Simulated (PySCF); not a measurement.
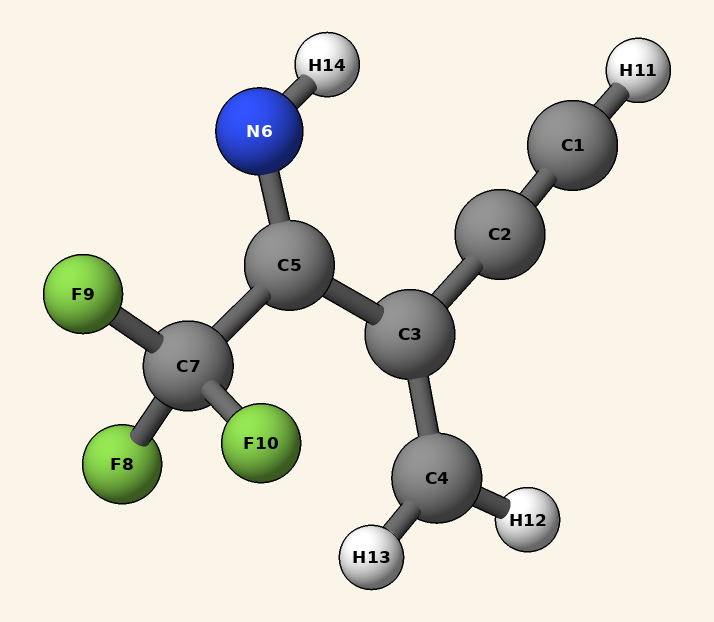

Computed geometry: GFN2-xTB optimisation. No frequency run is at hand to confirm it as a minimum. Properties computed with GIAO PBE0/pcSseg-1 NMR shielding, non-relativistic, gas phase (PySCF 2.14.0). Principal shieldings σ11 ≤ σ22 ≤ σ33, span Ω = σ33 − σ11, skew κ = 3(σiso − σ22)/Ω.

Give the shielding tensors of the N atoms.

```tsv
atom	σ11	σ22	σ33	σiso	Ω	κ
N6	−461.2	−105.7	254.4	−104.2	715.6	0.01
```

Shieldings and span in ppm.
